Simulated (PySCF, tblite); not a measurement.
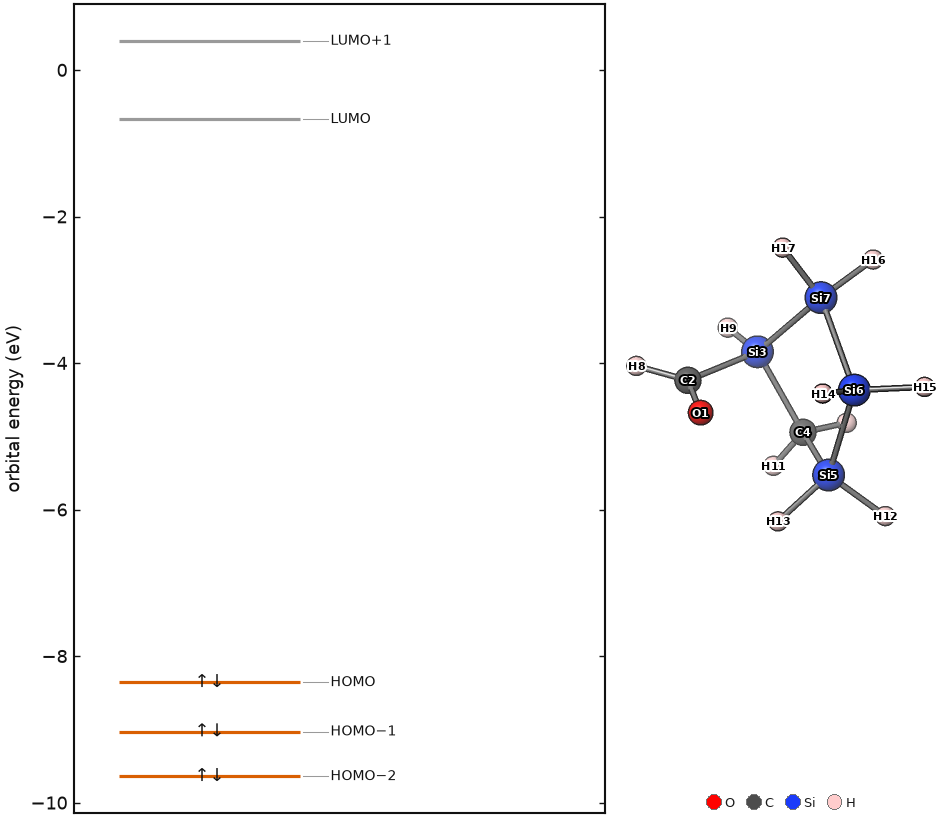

C₂H₁₀OSi₄, SMILES O=C[Si@@H]1C[SiH2][SiH2][SiH2]1. Kohn-Sham orbital energies near the frontier, CAM-B3LYP/def2-SVPD, PySCF, at a GFN2-xTB geometry (a minimum by its frequencies), isolated molecule; empty levels in grey, levels within 0.03 eV side by side.

Q: Where do the frontier orbitals lie?

A: HOMO at −8.36 eV, LUMO at −0.67 eV, 7.68 eV apart.

Q: On which atoms do HOMO and LUMO mostly sit?

A: HOMO: O1 40 %, C2 20 %, Si3 13 %. LUMO: C2 36 %, O1 27 %, Si3 12 % (Löwdin shares).

Q: List the levels with the atoms that carry most of them (a dash for levels above zero or within 0.03 eV of another, where shares mean little).

A:
| orbital | energy (eV) | Löwdin shares |
| --- | --- | --- |
| LUMO+1 | 0.40 | – |
| LUMO | −0.67 | C2 36 %, O1 27 %, Si3 12 % |
| HOMO | −8.36 | O1 40 %, C2 20 %, Si3 13 % |
| HOMO−1 | −9.03 | Si6 28 %, Si7 23 %, Si5 16 % |
| HOMO−2 | −9.64 | C4 20 %, Si5 16 %, Si3 14 % |

Caveats: the tight-binding geometry is rougher than a DFT one and adds to the error; one conformer of a flexible molecule; empty levels above zero depend strongly on the basis.
